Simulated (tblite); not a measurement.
# Run report: C4H9NOSi, saddle-point search

- system: C4H9NOSi, SMILES C=CC(=O)N(C)[SiH3]
- method: GFN2-xTB saddle search (eigenvector following) and harmonic vibrations, gas phase (tblite 0.8.0)

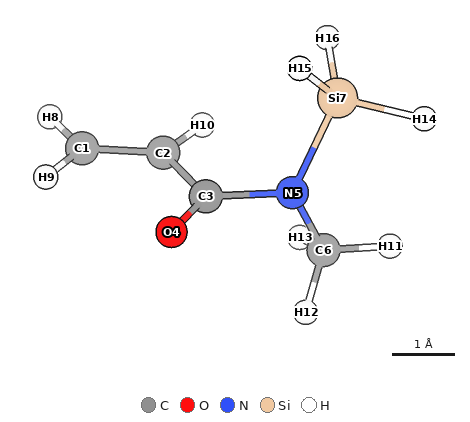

Figure 1. The input geometry (ball-and-stick view, seen at a tilt; atoms are numbered from 1 in the order of the input). Bond lengths as drawn: C–C 1.33 to 1.48 Å, C–H 1.08 to 1.09 Å, C–N 1.42 to 1.45 Å, C–O 1.20 Å, H–Si 1.46 to 1.47 Å and N–Si 1.73 Å.

### Input file
```
{"job": {"xc": "GFN2-xTB", "basis": "xTB", "kind": "saddle"}, "charge": 0, "multiplicity": 1}
C      2.754353     0.004957     0.962248
C      1.429513     0.074347     0.945011
C      0.666264    -0.065335    -0.311683
O      1.165818    -0.273240    -1.388172
N     -0.734754     0.065785    -0.127046
C     -1.326509    -1.144383     0.404736
Si    -1.321457     1.633196     0.311191
H      3.329197     0.102654     1.867722
H      3.298278    -0.154880     0.044840
H      0.840383     0.231802     1.836220
H     -2.400425    -1.000751     0.495413
H     -1.134830    -1.975678    -0.279267
H     -0.918952    -1.402725     1.387651
H     -2.762108     1.510554     0.089439
H     -0.661174     2.524079    -0.641277
H     -1.057736     2.071356     1.685910
```

The first line tells a small driver script what to run in tblite; the rest is the geometry in Å.

Run as:
```bash
OMP_NUM_THREADS=1 python <driver script> task.json out
```

### Log
```
step      E/eV     max force
  0    -594.60882   0.5011
  1    -594.63048   0.2297
  2    -594.64236   0.1154
  3    -594.64508   0.0557
  4    -594.64515   0.1416
  5    -594.64591   0.0337
  6    -594.64603   0.0022
lowest wavenumbers (cm-1): -137.7 54.1 81.8 91.4 160.1 172.3
```

### Trajectory as extended XYZ (Å, eV, eV/Å), 7 frames, from step=0 to step=6
```
16
Properties=species:S:1:pos:R:3:forces:R:3 step=0 energy=-594.60882
C     2.7544    0.0050    0.9622   -0.0110   0.0020   0.0350
C     1.4295    0.0743    0.9450    0.2400  -0.1240  -0.0040
C     0.6663   -0.0653   -0.3117    0.0630  -0.0930  -0.1170
O     1.1658   -0.2732   -1.3882   -0.1860   0.1070   0.2210
N    -0.7348    0.0658   -0.1270   -0.0750   0.0770   0.0390
C    -1.3265   -1.1444    0.4047    0.0250   0.0210  -0.0920
Si   -1.3215    1.6332    0.3112   -0.1640  -0.0380  -0.4720
H     3.3292    0.1027    1.8677    0.0150   0.0260   0.0030
H     3.2983   -0.1549    0.0448   -0.0140  -0.0070   0.0050
H     0.8404    0.2318    1.8362    0.0720   0.0100   0.0370
H    -2.4004   -1.0008    0.4954    0.0090   0.0010  -0.0020
H    -1.1348   -1.9757   -0.2793   -0.0040   0.0410   0.0170
H    -0.9190   -1.4027    1.3877   -0.0110  -0.0560   0.0530
H    -2.7621    1.5106    0.0894    0.0310   0.0190   0.0730
H    -0.6612    2.5241   -0.6413   -0.0030  -0.0040   0.1030
H    -1.0577    2.0714    1.6859    0.0140   0.0190   0.1010
16
Properties=species:S:1:pos:R:3:forces:R:3 step=1 energy=-594.63048
C     2.7887   -0.0073    0.9471   -0.0150  -0.0020   0.0000
C     1.4655    0.0936    0.9541    0.1220  -0.0520   0.0080
C     0.6694   -0.0675   -0.2823    0.0430  -0.0420  -0.0670
O     1.1439   -0.3017   -1.3637   -0.1000   0.0550   0.1440
N    -0.7288    0.0743   -0.0843   -0.0420   0.0310   0.0490
C    -1.3358   -1.1472    0.3999    0.0150   0.0130  -0.0450
Si   -1.3535    1.6365    0.3032   -0.0690  -0.0070  -0.2190
H     3.3835    0.1115    1.8376    0.0050   0.0060  -0.0170
H     3.3103   -0.2156    0.0251   -0.0300   0.0070   0.0380
H     0.9018    0.3005    1.8537    0.0660  -0.0070  -0.0210
H    -2.4118   -1.0048    0.4675    0.0130   0.0020  -0.0030
H    -1.1280   -1.9619   -0.2988   -0.0020   0.0290   0.0150
H    -0.9546   -1.4308    1.3886   -0.0140  -0.0240   0.0020
H    -2.7852    1.5162    0.0305    0.0320   0.0070   0.0320
H    -0.6431    2.5439   -0.5954   -0.0210  -0.0210   0.0680
H    -1.1563    2.0620    1.7001   -0.0020   0.0050   0.0150
16
Properties=species:S:1:pos:R:3:forces:R:3 step=2 energy=-594.64236
C     2.8245   -0.0360    0.9363   -0.0840   0.0070  -0.0120
C     1.5040    0.1032    0.9735    0.0980  -0.0150   0.0100
C     0.6759   -0.0511   -0.2446    0.0190  -0.0090  -0.0080
O     1.1279   -0.2823   -1.3352   -0.0200   0.0100   0.0310
N    -0.7193    0.0881   -0.0292   -0.0670   0.0300   0.0890
C    -1.3386   -1.1475    0.4008    0.0270   0.0130  -0.0160
Si   -1.3938    1.6447    0.2875   -0.0020  -0.0610  -0.0410
H     3.4459    0.0751    1.8099   -0.0160   0.0010  -0.0200
H     3.3171   -0.2692    0.0040   -0.0350   0.0090   0.0450
H     0.9682    0.3371    1.8842    0.0510  -0.0140  -0.0420
H    -2.4159   -1.0068    0.4487    0.0180   0.0060  -0.0020
H    -1.1163   -1.9402   -0.3192    0.0000   0.0300   0.0290
H    -0.9813   -1.4641    1.3904   -0.0150   0.0090  -0.0520
H    -2.8154    1.5004   -0.0229    0.0330  -0.0010   0.0090
H    -0.6668    2.5561   -0.5890   -0.0030  -0.0010   0.0140
H    -1.2501    2.0942    1.6878   -0.0050  -0.0150  -0.0340
16
Properties=species:S:1:pos:R:3:forces:R:3 step=3 energy=-594.64508
C     2.8373   -0.0443    0.9282    0.0080  -0.0010   0.0110
C     1.5193    0.0924    0.9812   -0.0160  -0.0010  -0.0070
C     0.6769   -0.0440   -0.2291    0.0050  -0.0050  -0.0120
O     1.1170   -0.2573   -1.3279   -0.0050   0.0080   0.0110
N    -0.7162    0.0929    0.0013   -0.0070   0.0410   0.0370
C    -1.3393   -1.1448    0.4112    0.0100   0.0000   0.0000
Si   -1.4084    1.6469    0.2756   -0.0070  -0.0140  -0.0070
H     3.4688    0.0585    1.7950   -0.0090   0.0010  -0.0040
H     3.3177   -0.2671   -0.0102    0.0140  -0.0070  -0.0260
H     0.9975    0.3166    1.8995   -0.0130   0.0030   0.0210
H    -2.4157   -1.0013    0.4569   -0.0040   0.0000   0.0010
H    -1.1164   -1.9289   -0.3166    0.0010   0.0030   0.0000
H    -0.9868   -1.4752    1.3965   -0.0020   0.0010  -0.0070
H    -2.8214    1.4971   -0.0743    0.0470   0.0030   0.0110
H    -0.6588    2.5584   -0.5832   -0.0160  -0.0170   0.0210
H    -1.3057    2.1017    1.6789   -0.0050  -0.0160  -0.0490
16
Properties=species:S:1:pos:R:3:forces:R:3 step=4 energy=-594.64515
C     2.8502   -0.0722    0.9246   -0.1360   0.0100  -0.0380
C     1.5355    0.1148    0.9917    0.1400  -0.0120   0.0070
C     0.6794   -0.0232   -0.2087    0.0030   0.0030   0.0000
O     1.1081   -0.2371   -1.3122   -0.0040  -0.0040   0.0120
N    -0.7110    0.1056    0.0376   -0.0110  -0.0310   0.0360
C    -1.3318   -1.1463    0.4099    0.0280   0.0050  -0.0270
Si   -1.4319    1.6509    0.2720    0.0040  -0.0370   0.0170
H     3.4951    0.0217    1.7826   -0.0100  -0.0010  -0.0120
H     3.3127   -0.3306   -0.0182   -0.0590   0.0290   0.0900
H     1.0283    0.3711    1.9134    0.0490  -0.0190  -0.0710
H    -2.4086   -1.0084    0.4572   -0.0080   0.0010  -0.0020
H    -1.1038   -1.9108   -0.3391   -0.0070   0.0320   0.0300
H    -0.9801   -1.5013    1.3872   -0.0010   0.0100  -0.0220
H    -2.8344    1.4796   -0.0988   -0.0050  -0.0030  -0.0010
H    -0.6853    2.5628   -0.5834    0.0200   0.0230  -0.0250
H    -1.3565    2.1251    1.6671   -0.0020  -0.0060   0.0070
16
Properties=species:S:1:pos:R:3:forces:R:3 step=5 energy=-594.64591
C     2.8459   -0.0568    0.9244    0.0270  -0.0040   0.0070
C     1.5307    0.0984    0.9875   -0.0330   0.0050  -0.0050
C     0.6783   -0.0339   -0.2158    0.0010  -0.0030  -0.0120
O     1.1091   -0.2430   -1.3193   -0.0050   0.0030   0.0120
N    -0.7123    0.0994    0.0281    0.0030   0.0080   0.0130
C    -1.3369   -1.1448    0.4139    0.0030  -0.0010   0.0010
Si   -1.4209    1.6490    0.2712   -0.0020  -0.0020   0.0000
H     3.4854    0.0391    1.7858   -0.0020   0.0020   0.0010
H     3.3155   -0.2892   -0.0174    0.0120  -0.0060  -0.0200
H     1.0185    0.3314    1.9091   -0.0130   0.0030   0.0150
H    -2.4134   -1.0019    0.4609   -0.0010   0.0000   0.0020
H    -1.1136   -1.9165   -0.3271    0.0010   0.0010  -0.0010
H    -0.9854   -1.4921    1.3936   -0.0010   0.0030  -0.0060
H    -2.8258    1.4885   -0.0994    0.0140   0.0010   0.0030
H    -0.6665    2.5596   -0.5827   -0.0040  -0.0050   0.0060
H    -1.3427    2.1145    1.6703   -0.0010  -0.0070  -0.0150
16
Properties=species:S:1:pos:R:3:forces:R:3 step=6 energy=-594.64603
C     2.8482   -0.0590    0.9214    0.0000   0.0000   0.0000
C     1.5330    0.0990    0.9885    0.0000   0.0000   0.0000
C     0.6779   -0.0319   -0.2129    0.0000   0.0000  -0.0010
O     1.1059   -0.2379   -1.3179    0.0000   0.0000   0.0010
N    -0.7116    0.1002    0.0358    0.0000   0.0010   0.0010
C    -1.3364   -1.1449    0.4177    0.0000   0.0000   0.0000
Si   -1.4238    1.6489    0.2686   -0.0010   0.0010   0.0000
H     3.4901    0.0364    1.7810    0.0000   0.0000   0.0000
H     3.3150   -0.2925   -0.0223    0.0000   0.0000   0.0000
H     1.0226    0.3327    1.9116    0.0000   0.0000   0.0000
H    -2.4125   -1.0010    0.4705    0.0010   0.0000   0.0000
H    -1.1173   -1.9135   -0.3279    0.0000   0.0000   0.0010
H    -0.9808   -1.4969    1.3940    0.0000   0.0000  -0.0010
H    -2.8235    1.4913   -0.1209    0.0020   0.0000   0.0010
H    -0.6576    2.5602   -0.5733   -0.0010  -0.0010   0.0010
H    -1.3634    2.1106    1.6691    0.0000  -0.0010  -0.0020
```

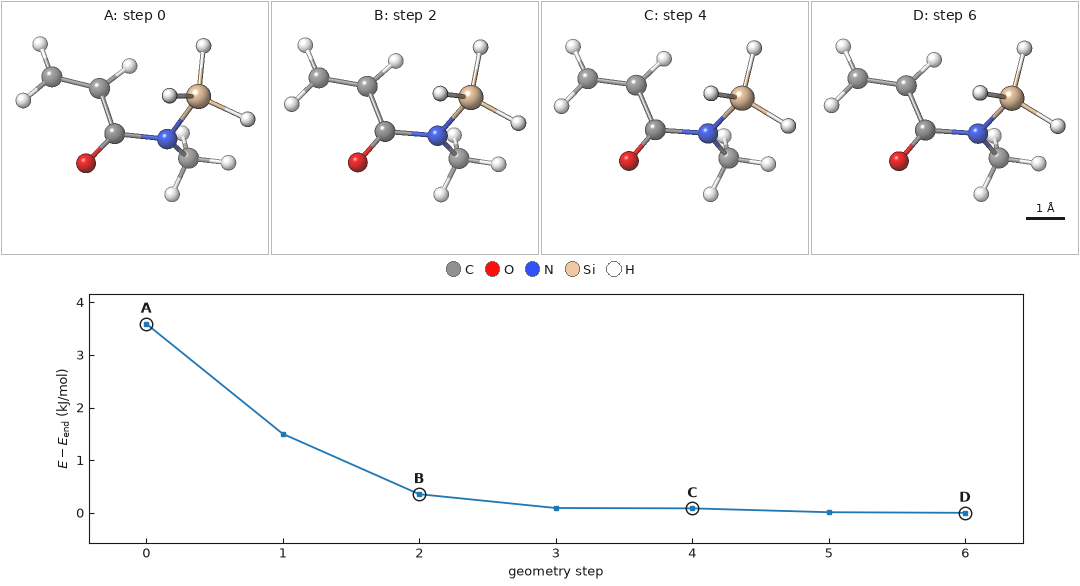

Figure 2. Frames of the saddle-point search (ball-and-stick view, seen at a tilt) above the curves, on which the letters mark them (steps are counted from 0).

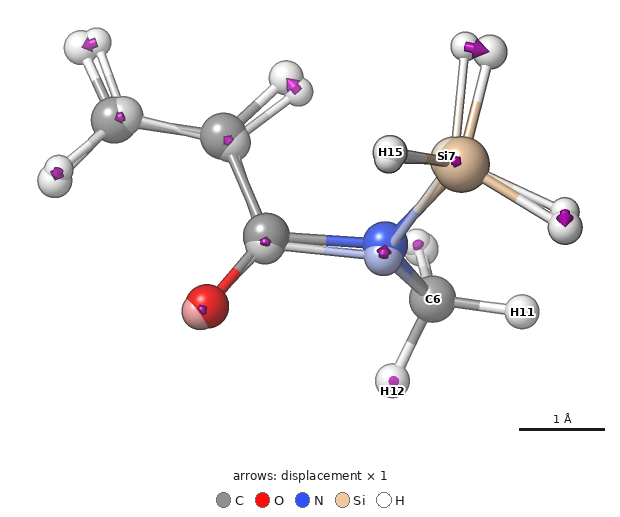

Figure 3. Start (faint) and end (solid) with the displacements as pink arrows, at true length (ball-and-stick view, seen at a tilt). The two geometries are laid on each other by the best rigid fit. Over 6 geometry steps the energy falls by 3.59 kJ/mol. The largest force component goes from 0.47 to 0.002 eV/Å. The largest move after the best rigid fit is that of H16, 0.31 Å. By element the largest moves are H 0.31 Å, N 0.17 Å, C 0.12 Å, Si 0.11 Å, O 0.10 Å. Among the contacts that change: N5–Si7 1.730 → 1.720 Å, Si7–H16 1.467 → 1.476 Å. Among the angles that change: C3–N5–Si7 116.8° → 120.9°, N5–Si7–H16 116.6° → 113.1°, N5–Si7–H14 102.7° → 105.3°. (Atoms are counted from 1 in the order of the input.)

### Key numbers

- outcome: converged
- total energy: −594.6460 eV
- point group: C1
- hardware: 1 CPU thread, shared host
- wall time: 5.4 s
- peak memory: 0.19 GiB
